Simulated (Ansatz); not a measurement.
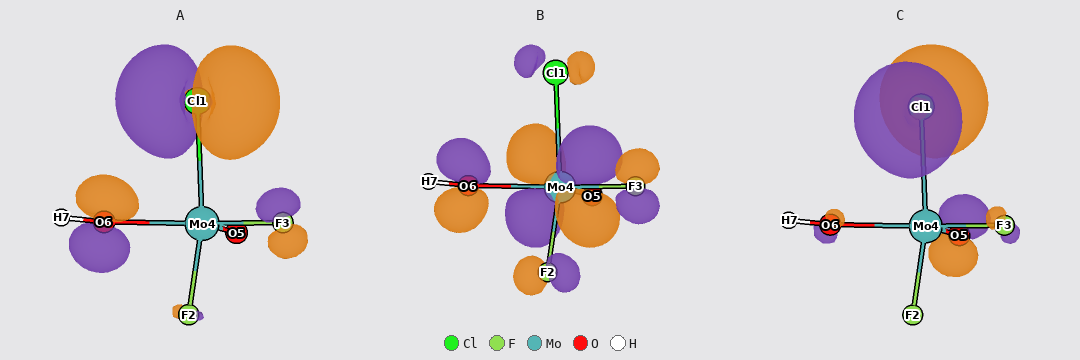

Figure 1: ClF2HMoO2. Three frontier orbitals at ±0.15 Å⁻³ᐟ² (orange and purple are the two phases), in no order.

Geometry: PBE0-D4/def2-SVP; core potentials replace the inner electrons of Mo.

Method: isolated molecule in a Gaussian basis; Kohn-Sham density functional theory, functional PBE0 in Ansatz.

```xyz
7

Cl    0.1597    1.8983    1.1217
F     0.0128   -0.8952   -1.6674
F    -1.1571    1.2208   -1.2715
Mo   -0.3668    0.0274   -0.1085
O    -1.6462   -0.6801    0.6329
O     1.0504   -0.8498    0.6757
H     2.0084   -0.7895    0.5713
```

Order the three orbitals by energy and name them.

Answer. C is the HOMO−1 (−9.74 eV). Its weight (Hirshfeld) is mainly on Cl1 (about 85 %) and O5 (about 5 %); largely a lone pair of Cl1. A is the HOMO (−9.40 eV). Its weight (Hirshfeld) is mainly on Cl1 (about 80 %) and O6 (about 10 %); largely a lone pair of Cl1. B is the LUMO (−4.51 eV). By Hirshfeld shares it lies mainly on Mo4 (about 65 %), O6 (about 15 %), F3 (about 5 %) and Cl1 (about 5 %).

What is the HOMO–LUMO gap?

Answer. 4.89 eV between the orbital energies.
